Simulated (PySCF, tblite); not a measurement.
# C4H6BFSi: geometry, infrared bands and NMR shifts

Aim: predict the infrared bands and NMR shifts of C4H6BFSi (`C=C([SiH3])C#CBF`).

The runs use tblite 0.8.0 and PySCF 2.14.0, with density-fitted response routines of our own; the level of theory stands in each step. All values are computed, except where a source is named. Atoms count from 0, in the outputs and in this text.

### 1 Starting geometry

13 atoms, charge 0, multiplicity 1; geometry from: force field or distance geometry start.

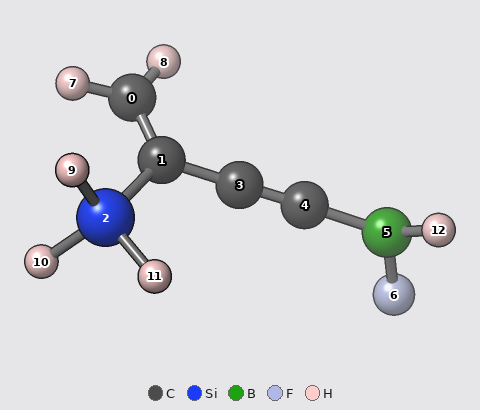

The starting geometry (carbon dark grey, silicon blue, boron green, fluorine light blue, hydrogen pink), atoms numbered.

### 2 Optimising the geometry with GFN2-xTB

Job settings and geometry (Å):

```
{"job": {"kind": "relax", "xc": "GFN2-xTB", "basis": "xTB"}, "charge": 0, "multiplicity": 1}
C     -1.070500     1.825700     0.015800
C     -0.726200     0.559200    -0.041200
Si    -1.978900    -0.745200    -0.310800
C      0.647900     0.149100     0.124000
C      1.784100    -0.197300     0.284200
B      3.245600    -0.636200     0.440500
F      3.979900    -0.911700    -0.793700
H     -2.140400     2.033400    -0.116300
H     -0.361600     2.630000     0.182700
H     -3.116900    -0.642700     0.627500
H     -2.512500    -0.742100    -1.708800
H     -1.386000    -2.073100    -0.122700
H      3.631100    -1.248600     1.401000
```

On the command line:

```console
$ OMP_NUM_THREADS=1 python probes_run.py task.json out
```

One launch serves the whole session: the jobs run in the order shown.

**Question.** This job is followed by: GFN2-xTB harmonic vibrations, gas phase; GIAO PBE0/pcSseg-1 NMR shielding, non-relativistic, gas phase. Predict these results of the whole session: strongest single infrared mode (GFN2-xTB); zero-point energy (GFN2-xTB); ¹³C shifts against TMS (PBE0/pcSseg-1); ¹H shifts against TMS (PBE0/pcSseg-1, means over atoms taken as alike); ²⁹Si shifts against TMS (PBE0/pcSseg-1); ¹¹B shifts against BF3·OEt2 (PBE0/pcSseg-1); ¹⁹F shifts against CFCl3 (PBE0/pcSseg-1).

**Answer**, as computed:

```
                                                              quantity                           value
                             strongest single infrared mode (GFN2-xTB)            783 cm⁻¹, 479 km/mol
                                          zero-point energy (GFN2-xTB)                   49.8 kcal/mol
                                ¹³C shifts against TMS (PBE0/pcSseg-1)  147.5, 130.1, 120.4, 110.5 ppm
¹H shifts against TMS (PBE0/pcSseg-1, means over atoms taken as alike)      6.55, 6.30, 5.07, 4.31 ppm
                               ²⁹Si shifts against TMS (PBE0/pcSseg-1)                       -61.9 ppm
                           ¹¹B shifts against BF3·OEt2 (PBE0/pcSseg-1)                        38.7 ppm
                              ¹⁹F shifts against CFCl3 (PBE0/pcSseg-1)                       -13.7 ppm
```

In words: Relaxing lowered the energy by 0.639 eV in 137 steps; the close pair that moved most is B5–F6, from 1.462 to 1.322 Å. No mode is imaginary among the 33: a minimum at this level. The strongest single mode, at 783 cm⁻¹, has its largest shares on H11, H10 and H9 (the list is cut at 3 atoms). GFN2-xTB is a fitted tight-binding method: band positions and strengths are rough. Its intensities can rank the bands wrongly. C0 (terminal =CH2 carbon) lies farthest downfield among carbon, at 147.5 ppm; the olefinic region. At PBE0/pcSseg-1: The largest span, 529 ppm, is at F6, where the paramagnetic term is -283 ppm.
